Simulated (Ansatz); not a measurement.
# AlOF2 (SMILES [O][Al]([F])[F]) at 6 levels

Aim: a comparison of 6 runs (U-r2SCAN0/STO-3G, UB2PLYP/STO-3G, UCAM-B3LYP/STO-3G, UPBE0/STO-3G, UMP2/STO-3G, UCCSD/STO-3G) of AlOF2. 

Program for the calculation: Ansatz 0.2.0.

61 further runs of the same task are left out: 15 that didn't finish, 46 set aside as unsound or not needed.

### Step 1. The system as given

AlOF2: 4 atoms, total charge 0, spin state doublet. As SMILES, `[O][Al]([F])[F]`. The F4–Al2 distance was set to 3.261 Å, away from the relaxed value. At this shape a bond of the SMILES string is far longer than usual.

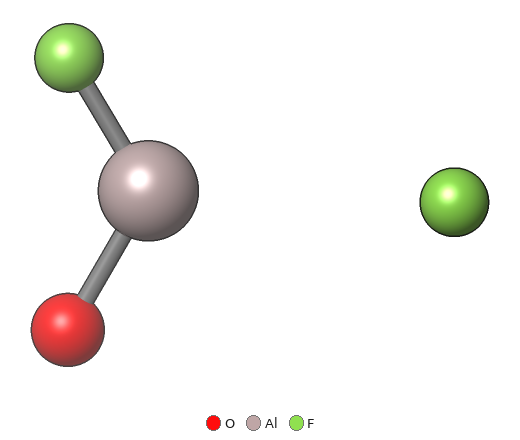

Viewed from a chosen angle; oxygen red, aluminium light grey, fluorine green.

### Step 2. The energy at U-r2SCAN0/STO-3G (run 1)

input.yaml reads:

```yaml
crystal:
  periodic: [false, false, false]
  atoms:
    - {symbol: O, position_ang: [-0.168083, -2.154475, 1.882888]}
    - {symbol: Al, position_ang: [-0.851583, -1.239275, 0.590488]}
    - {symbol: F, position_ang: [-2.328183, -1.645175, 0.030388]}
    - {symbol: F, position_ang: [0.850400, 1.247900, -0.655300]}
basis:
  gaussian: {orbitals: STO-3G}
magnetization: {spin_polarized: true, initial_magnetization: 1}
hamiltonian: {xc: {name: r2SCAN0}}
accuracy: high
```

Launch:

```sh
$ ansatz run input.yaml --threads 1 --pin off --max-ram 2610MiB --events-out events.jsonl --progress --plain --runs-dir runs
```

The program printed:

```text
Warning: RAYON_NUM_THREADS=1 ignored (pool sized by the plan → 1); use --threads N
Functional definition: r2SCAN0
  name "r2SCAN0"
  parameter a = 0.25
  parameter k0 = 0.174
  parameter k1 = 0.065
  parameter a1 = 4.9479
  exchange = (1 - a)*r2scan_x(k0 = k0, k1 = k1, a1 = a1) + a*exact_x
  correlation = r2scan_c
410 factors; integrals over basis functions are off by at most 2.6e-8 eV
mean field evaluation 1: about -13871.8089 eV, gradient 1.9e1 eV
mean field evaluation 2: about -13518.2778 eV, gradient 3.1e1 eV
mean field evaluation 4: about -13872.5648 eV, gradient 1.5e1 eV
mean field evaluation 8: about -13874.6808 eV, gradient 1.1e1 eV
mean field evaluation 16: about -13883.3615 eV, gradient 4.1e-2 eV
mean field evaluation 32: about -13872.1662 eV, gradient 1.7e1 eV
mean field evaluation 64: about -13883.3112 eV, gradient 7.9e-3 eV
mean field evaluation 96: about -13883.3425 eV, gradient 2.3e-1 eV
mean field -13883.36961067 eV, -510.2044227063 hartree, gradient 2.4e-8 eV, S^2 1.471677; 10 other end points of the search recorded, 0 dependent functions left out
reference -13883.36961106 eV, -510.2044227206 hartree; 20, 19 occupied and 4, 5 virtual orbitals, 410 factors
Total energy: -13883.36961106 eV, -510.2044227206 hartree
```

Run time: 75 s. Hardware: 1 thread of Arm Neoverse V2, shared host; peak memory 0.25 GiB.

### Step 3. The energy at UB2PLYP/STO-3G (run 2)

input.yaml reads:

```yaml
crystal:
  periodic: [false, false, false]
  atoms:
    - symbol: O
      position_ang: [-0.168083, -2.154475, 1.882888]
    - symbol: Al
      position_ang: [-0.851583, -1.239275, 0.590488]
    - symbol: F
      position_ang: [-2.328183, -1.645175, 0.030388]
    - symbol: F
      position_ang: [0.850400, 1.247900, -0.655300]
basis:
  gaussian:
    orbitals: STO-3G
magnetization:
  spin_polarized: true
  initial_magnetization: 1
hamiltonian:
  xc: {name: B2PLYP}
correlation:
  frozen_orbitals: {Al: 5, F: 1, O: 1}
accuracy: high
```

Launch:

```sh
$ ansatz run input.yaml --threads 1 --pin off --max-ram 2610MiB --events-out events.jsonl --progress --plain --runs-dir runs
```

The program printed (excerpt; [...] marks lines left out):

```text
Warning: RAYON_NUM_THREADS=1 ignored (pool sized by the plan → 1); use --threads N
Functional definition: B2PLYP
  name "B2PLYP"
[...]
410 factors; integrals over basis functions are off by at most 2.6e-8 eV
[...]
mean field -13873.86952299 eV, -509.8553009232 hartree, gradient 4.2e-8 eV, S^2 1.570323; 10 other end points of the search recorded, 0 dependent functions left out
8 core orbitals not correlated: weight in the atoms' cores, before any rotation towards them, 1.000 or more for the frozen orbitals, at most 0.000 for the correlated occupied ones
reference -13873.86953752 eV, -509.8553014574 hartree; 12, 11 occupied and 4, 5 virtual orbitals, 410 factors
second order -2.58693527 eV of doubles, -0.00000000 eV of singles
Total energy: -13874.56801004 eV, -509.8809698491 hartree
```

Wall time 19 s (1 thread of Arm Neoverse V2, shared host); peak memory 0.15 GiB.

Run 3 isn't shown in full; the table further down has it.

### Step 4. The energy at UPBE0/STO-3G (run 4)

molecule.yaml reads:

```yaml
crystal:
  periodic: [false, false, false]
  atoms:
    - {symbol: O, position_ang: [-0.168083, -2.154475, 1.882888]}
    - {symbol: Al, position_ang: [-0.851583, -1.239275, 0.590488]}
    - {symbol: F, position_ang: [-2.328183, -1.645175, 0.030388]}
    - {symbol: F, position_ang: [0.850400, 1.247900, -0.655300]}
basis:
  gaussian: {orbitals: STO-3G}
accuracy: high
hamiltonian: {xc: pbe0}
magnetization: {spin_polarized: true, initial_magnetization: 1}
```

Launch:

```sh
$ ansatz run molecule.yaml --threads 1 --pin off --max-ram 2610MiB --events-out events.jsonl --progress --plain --runs-dir runs
```

The program printed:

```text
Warning: RAYON_NUM_THREADS=1 ignored (pool sized by the plan → 1); use --threads N
Functional definition: PBE0
  name "PBE0"
[... 1 set-up line as earlier in the session ...]
  parameter kappa = 0.804
  parameter beta = 0.06672455060314922
  exchange = (1 - a)*pbe_x(kappa = kappa, mu = beta*pi^2/3) + a*exact_x
  correlation = pbe_c(beta = beta)
410 factors; integrals over basis functions are off by at most 2.6e-8 eV
mean field evaluation 1: about -13865.1718 eV, gradient 1.9e1 eV
mean field evaluation 2: about -13512.0550 eV, gradient 2.9e1 eV
mean field evaluation 4: about -13864.3058 eV, gradient 2.0e1 eV
mean field evaluation 8: about -13876.4264 eV, gradient 4.2e0 eV
mean field evaluation 16: about -13876.9393 eV, gradient 3.6e-5 eV
mean field evaluation 32: about -13876.7859 eV, gradient 3.0e0 eV
mean field evaluation 64: about -13876.9056 eV, gradient 3.0e-1 eV
mean field -13876.93926498 eV, -509.9681118607 hartree, gradient 9.2e-8 eV, S^2 1.356346; 10 other end points of the search recorded, 0 dependent functions left out
reference -13876.93926603 eV, -509.9681118992 hartree; 20, 19 occupied and 4, 5 virtual orbitals, 410 factors
Total energy: -13876.93926603 eV, -509.9681118992 hartree
```

It took 14 s on 1 thread of Arm Neoverse V2, shared host; peak memory 0.14 GiB.

Run 5 isn't shown in full; the table further down has it.

### Step 5. A single-point energy at UCCSD/STO-3G (run 6)

input.yaml reads:

```yaml
crystal:
  periodic: [false, false, false]
  atoms:
    - symbol: O
      position_ang: [-0.168083, -2.154475, 1.882888]
    - symbol: Al
      position_ang: [-0.851583, -1.239275, 0.590488]
    - symbol: F
      position_ang: [-2.328183, -1.645175, 0.030388]
    - symbol: F
      position_ang: [0.850400, 1.247900, -0.655300]
basis:
  gaussian: {orbitals: STO-3G}
scf: {omitted_lower_state_checks: [cluster_reference, increment]}
accuracy: high
magnetization: {spin_polarized: true, initial_magnetization: 1}
correlation: {method: ccsd, frozen_orbitals: {Al: 5, F: 1, O: 1}}
```

Launch:

```sh
$ ansatz run input.yaml --threads 1 --pin off --max-ram 2610MiB --events-out events.jsonl --progress --plain --runs-dir runs
```

The program printed:

```text
Warning: RAYON_NUM_THREADS=1 ignored (pool sized by the plan → 1); use --threads N
[... 18 lines left out ...]
8 core orbitals not correlated: weight in the atoms' cores, before any rotation towards them, 1.000 or more for the frozen orbitals, at most 0.000 for the correlated occupied ones
[... 122 lines left out ...]
Total energy: -13849.15803692 eV, -508.9471705603 hartree
Checks for a lower state left out: cluster_reference, increment
```

Run time: 1.8 s. Hardware: 1 thread of Arm Neoverse V2, shared host.

### Step 6. All runs side by side

```csv
run,level,frozen core orbitals,energy (Eh),⟨S²⟩,wall time
1,U-r2SCAN0/STO-3G,–,-510.204423,1.472,75 s
2,UB2PLYP/STO-3G,8,-509.880970,1.570,19 s
3,UCAM-B3LYP/STO-3G,–,-510.171791,1.393,18 s
4,UPBE0/STO-3G,–,-509.968112,1.356,14 s
5,UMP2/STO-3G,8,-508.919357,1.680,0.96 s
6,UCCSD/STO-3G,8,-508.947171,1.680,1.8 s
```

### Step 7. Results

```
                                          quantity          value
                               run 6: total energy  -508.94717 Eh
run 6: correlation energy (8 core orbitals frozen)      -77.9 mEh
          run 6: ⟨S²⟩ of the reference determinant          1.680
                              run 6: T1 diagnostic          0.080
```

Totals of different functionals can't be ranked against each other. In runs 1, 2, 3, 4, 5, 6 the basis is minimal, so the values are rough. Spin contamination of the reference: run 5 ⟨S²⟩ = 1.68, run 6 ⟨S²⟩ = 1.68, run 2 ⟨S²⟩ = 1.57, run 1 ⟨S²⟩ = 1.47, run 3 ⟨S²⟩ = 1.39, run 4 ⟨S²⟩ = 1.36. Where it is this large, the reference is a mixture of spin states, and values that rest on it are in doubt. All runs together took 2.1 min, the longest 75 s.
